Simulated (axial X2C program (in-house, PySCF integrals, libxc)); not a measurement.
# Relativistic diatomic calculation for IMo

System: IMo, single determinant with M_S = 5/2 and |Λ| = 0.
Method: HF, spin-free X2C-1e, I dyall-cv3z, Mo dyall-cv3z (cores contracted) (axial X2C program (in-house, PySCF integrals, libxc)).

### Input file
```
{"zs": [53, 42], "q": 0, "bas": ["dyall-cv3z", "dyall-cv3z"], "levels": ["PBE0", "HF", "TPSSh"], "cc": true, "r0": 2.71, "thr": -1.0, "nmax": 90, "npts": 10, "nst": 2, "ntry": 6}
```

The line is the task of a batch: nuclear charges, charge, bases, the levels to run, a first guess of the distance and further settings. This report covers HF without spin-orbit coupling. The log is that of the reference distance 2.646 Å.

Hardware: 1 thread of Intel Xeon @ 2.50GHz (Skylake/Cascade Lake), 16 GiB of memory available, shared host.

Launched within a batch (the task file carries these settings):
```bash
python <driver script> task.json out
```

### Log
```
spin-free X2C-1e  HF
basis functions 278  fitting functions 1311  grid points 5802
iter        total energy     max residual
   1     -11159.022752751     3.89e-01
   2     -11159.058623896     6.84e-03
   3     -11159.060403282     1.68e-02
   4     -11159.060697406     3.23e-03
   5     -11159.060750944     1.12e-03
   6     -11159.060775414     1.55e-03
   7     -11159.060792343     7.26e-04
   8     -11159.060800717     1.90e-04
   9     -11159.060803696     3.08e-04
  10     -11159.060804394     1.19e-04
  11     -11159.060804496     1.99e-05
  12     -11159.060804512     1.81e-05
  13     -11159.060804516     8.25e-06
  14     -11159.060804516     1.05e-06
converged
one-electron -16229.97514240  Coulomb 4928.91643387  exact exchange -303.18292423  xc functional 0.00000000  nuclear repulsion 445.18082823
correlated 13  virtual 341  natural virtual 89  E(MP2) -0.239596341  MP2 remainder -0.011750963
iter   CCSD correlation   residual
   1     -0.242404960   9.50e-02
   2     -0.247513574   3.54e-02
   3     -0.248528393   1.51e-02
   4     -0.248670502   6.93e-03
   5     -0.248730488   2.45e-03
   6     -0.248736452   1.08e-03
   7     -0.248737529   4.74e-04
   8     -0.248737212   1.86e-04
   9     -0.248736082   8.28e-05
  10     -0.248736594   3.18e-05
  11     -0.248736724   1.04e-05
  12     -0.248736814   3.11e-06
  13     -0.248736820   1.14e-06
(T) -0.00972246495652875  T1 0.0220  D1 0.0453  max T2 0.047
```

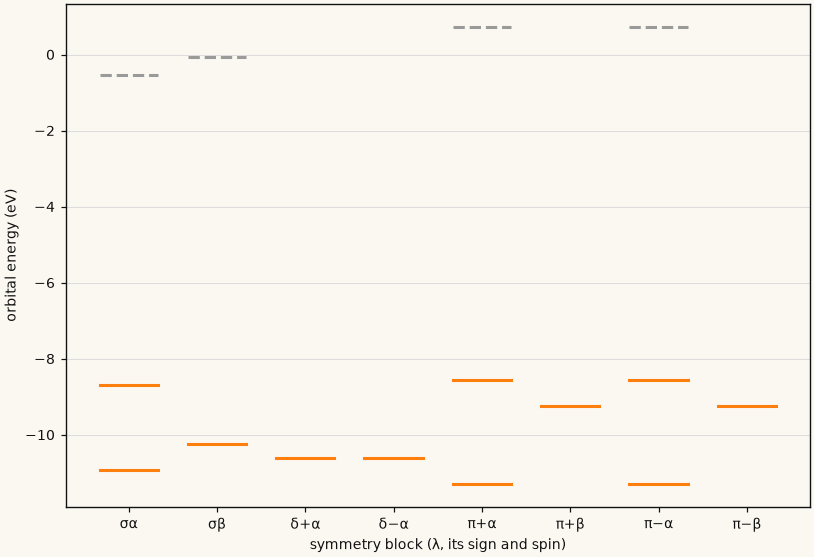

Figure 1. Orbital energies near the frontier at 2.65 Å, filled (solid) and empty (dashed); a label such as π−α means λ = −1 and α spin. The highest filled orbital (π+α; 69 % I p, 20 % Mo d) lies at −8.57 eV, the lowest empty one (σα; 42 % Mo s, 40 % Mo p) at −0.53 eV.

### Outcome

| quantity | value |
| --- | --- |
| outcome | not converged in a step after the SCF shown |
| largest ⟨S²⟩ along the curve | 8.79 |
| wall time | 6.7 s |
| peak memory | 0.86 GiB |

### Diagnosis

The SCF whose log is shown converged, but a later step did not. The run therefore gave no full result. Hartree–Fock lacks correlation, so it usually binds too weakly.
